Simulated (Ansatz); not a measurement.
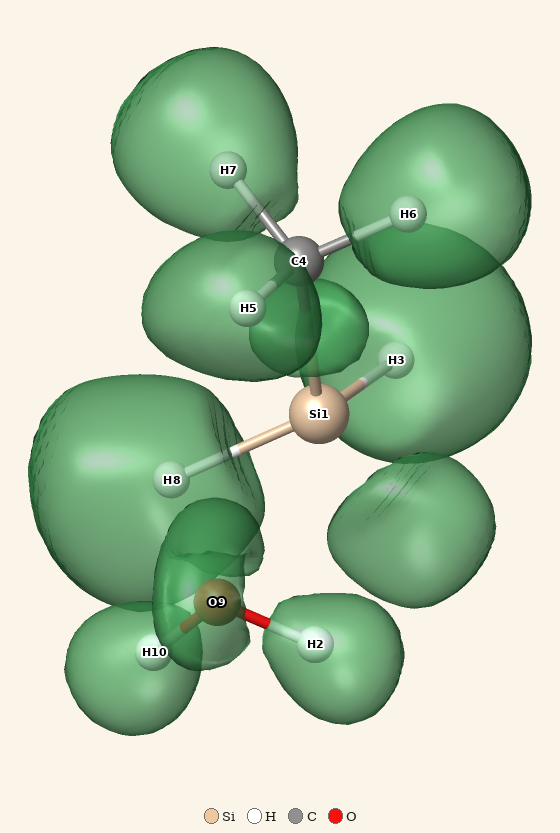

*CH5Si···H2O (doublet). Isosurface of the ELF at 0.85 (green), seen at an oblique angle. Core shells and regions of very low density are left out.*

Theory: Ansatz 0.2.0, UKS PBE0-D4/6-31G*.

```xyz
10

Si    0.4688    0.0773   -0.2536
H     0.0165    0.2452    2.8374
H     1.4523    0.0358   -1.3828
C    -0.7652    1.4857   -0.4367
H    -1.4234    1.4957    0.4366
H    -0.2550    2.4519   -0.5031
H    -1.3740    1.3589   -1.3405
H    -0.2013   -1.2584   -0.1739
O    -0.8980    0.0418    2.6010
H    -0.8930   -0.9151    2.4691
```

Where are the electrons localised?

Answer. At this value the surface marks out one region between bonded C–Si atoms (shared pairs), seven regions around hydrogen nuclei, one lobe on O, pointing away from the bonds (non-bonding electrons, which may merge into one lobe) and one lobe on Si, pointing away from the bonds (non-bonding electrons). Along the contacts the grid gives the following. Si1···O9 (3.17 Å): the ELF dips to about 0.05 between them. C–Si (1.88 Å): the ELF peaks at about 0.95 between the atoms; localised, covalent bonding.
